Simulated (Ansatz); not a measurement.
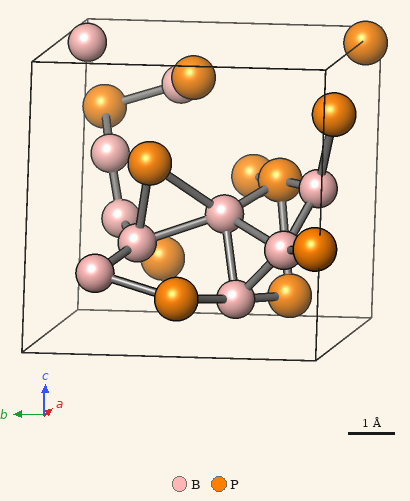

Starting frame of a dynamics run of an amorphous cell of composition B10P11 (21 atoms in the cell). It starts from the last geometry of an earlier run, with fresh velocities. A ball-and-stick model of the simulation cell, seen from a free direction. Bonds to atoms that aren't drawn are left out.

Level of theory: Ansatz, DFT PBE, scalar-relativistic, plane waves, PAW.

The input:
```yaml
crystal:
  lattice:
    - [6.737524, -0.051247, -0.067687]
    - [-0.051247, 6.604302, -0.11354]
    - [-0.067687, -0.11354, 6.542787]
  atoms:
    - { symbol: B, position: [0.266493384, 0.1675043139, 0.3312853286] }
    - { symbol: B, position: [0.426996169, 0.0872561253, 0.5221159059] }
    - { symbol: B, position: [0.4792169918, 0.8991138975, 0.9945289031] }
    - { symbol: B, position: [0.6114219828, 0.8331345675, 0.5953492752] }
    - { symbol: B, position: [0.3219547722, 0.3356808021, 0.1500808358] }
    - { symbol: B, position: [0.3587243663, 0.6837890408, 0.3288314408] }
    - { symbol: B, position: [0.5818953731, 0.783024343, 0.3766475244] }
    - { symbol: B, position: [0.8426991135, 0.6429025752, 0.8045841771] }
    - { symbol: B, position: [0.4418671969, 0.4056372598, 0.4236396028] }
    - { symbol: B, position: [0.1046860781, 0.7768162009, 0.2588229745] }
    - { symbol: P, position: [0.9015402196, 0.9107548278, 0.7117096458] }
    - { symbol: P, position: [0.0561119157, 0.4883072338, 0.1854120349] }
    - { symbol: P, position: [0.6116023942, 0.5583324618, 0.863412175] }
    - { symbol: P, position: [0.5614755726, 0.1966641511, 0.130902507] }
    - { symbol: P, position: [0.7321751873, 0.9993876653, 0.9802329335] }
    - { symbol: P, position: [0.2573644627, 0.6316616426, 0.6186288416] }
    - { symbol: P, position: [0.6560580622, 0.2600804915, 0.5126235695] }
    - { symbol: P, position: [0.3119255329, 0.0203738632, 0.7956990321] }
    - { symbol: P, position: [0.792889681, 0.6755188685, 0.2114135184] }
    - { symbol: P, position: [0.9517412166, 0.4054909575, 0.4778499335] }
    - { symbol: P, position: [0.0387191713, 0.0195362353, 0.3723047799] }
  symmetry: { detect: false }
basis:
  ecutwfc: 420
kpoints:
  mp_grid: { grid: [1, 1, 1], shift: [0.25, 0.25, 0.25] }
hamiltonian:
  xc: pbe
scf:
  occupations: { method: fermi_dirac, width: 0.2482 }
  lower_state_search: "off"
  convergence: { dr2_threshold: 1.0e-06 }
output:
  forces: true
  stress: true
md:
  timestep: 1.5
  n_steps: 250
  ensemble: nvt_langevin
  friction: 0.03
  temperature: 2880.0
  initial_velocities: maxwell_boltzmann
  seed: 57705
```

Launched with:
```bash
ansatz run input.yaml --threads 2 --pin off --max-ram 5120MiB --backend cpu --events-out ev --progress --plain --runs-dir out
```

> What does the trajectory do?

The mean temperature in the second half is 2793 K (standard deviation 319 K). The potential energy in the second half lies on average 186 meV per atom below the first frame. The mean pressure there is 2.7 GPa. In the second half of the run the atoms are, in the root-mean-square, this far from where they began (common drift taken out): B 1.61 Å, P 1.15 Å. That is a large part of the typical shortest distance between atoms in the first frame, about 1.8 Å and still growing: the atoms leave their places as in a liquid. Bond changes: 7 B–B bonds form between 24 fs and 303 fs; 16 B–P bonds break between 32 fs and 362 fs; 3 B–P contacts open and close in turn; 19 B–P bonds form between 38 fs and 368 fs; 12 P–P bonds break between 48 fs and 375 fs.

Along the run (each row but the first and the last is the mean over the interval that it begins):

```csv
time (fs),potential energy (meV/atom),T (K),p (GPa)
0.0,0.0,2743,7.0
46.5,-146.6,2373,6.2
93.0,-167.8,2993,4.7
139.5,-106.2,3384,2.3
186.0,-189.3,2980,4.0
232.5,-202.9,3023,-0.4
279.0,-165.2,2643,1.0
325.5,-180.1,2569,6.1
372.0,-210.3,2405,3.9
```

The paths of the atoms:

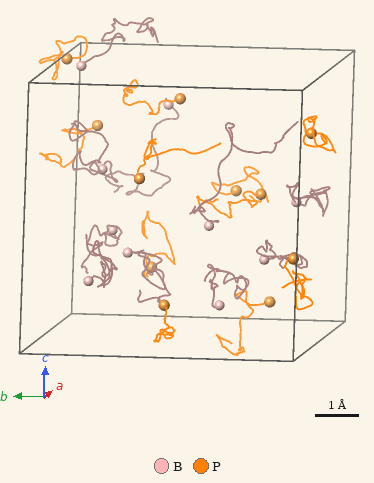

Limits of the set-up: the periodic images lie only 6.5 Å apart, so the values are limited by the cell's size.

The run took 3 min on 2 threads of Intel(R) Xeon(R) 6975P-C (Granite Rapids), on a shared host, peak memory 0.45 GiB.
